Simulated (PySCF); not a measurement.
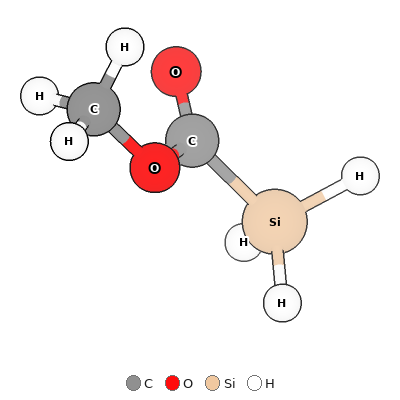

Structure of C₂H₆O₂Si, SMILES COC(=O)[SiH3].

Simulated rotational absorption lines between 26 and 40 GHz at 3 K: rigid rotor with the equilibrium constants and dipole of one optimised conformer (PBE0-D3(BJ)/def2-SVP, PySCF), commonest isotopes; no centrifugal distortion, hyperfine structure, internal rotation or nuclear-spin weights; lines within 1 MHz of each other are summed. Lines of different type are drawn apart.

Q: What are the rotational constants, and what kind of rotor is it?

A: Rotational constants A, B, C = 9.029, 2.393, 1.959 GHz; Ray's κ = −0.88, an asymmetric top on the prolate side.

Q: Assign the strongest lines, as J(Ka,Kc).

A:
| GHz | upper | lower | type | relative intensity |
| --- | --- | --- | --- | --- |
| 36.66 | 4(2,3) | 3(1,2) | b | 1.00 |
| 39.57 | 4(2,2) | 3(1,3) | b | 0.97 |
| 32.97 | 3(2,2) | 2(1,1) | b | 0.91 |
| 34.37 | 3(2,1) | 2(1,2) | b | 0.91 |
| 28.83 | 6(1,6) | 5(0,5) | b | 0.86 |
| 32.11 | 7(1,7) | 6(0,6) | b | 0.83 |

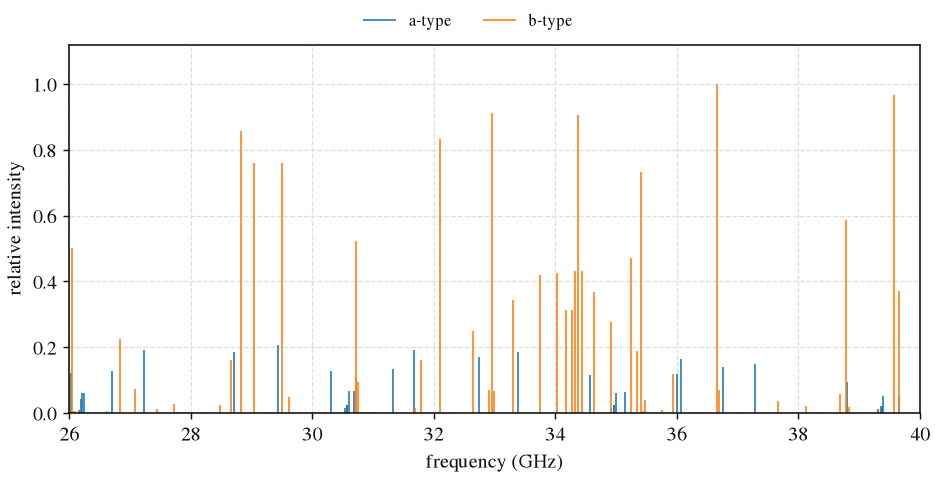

Note: coarse grid, loose stop and no frequency check, small forces are noise and the end may be a saddle.
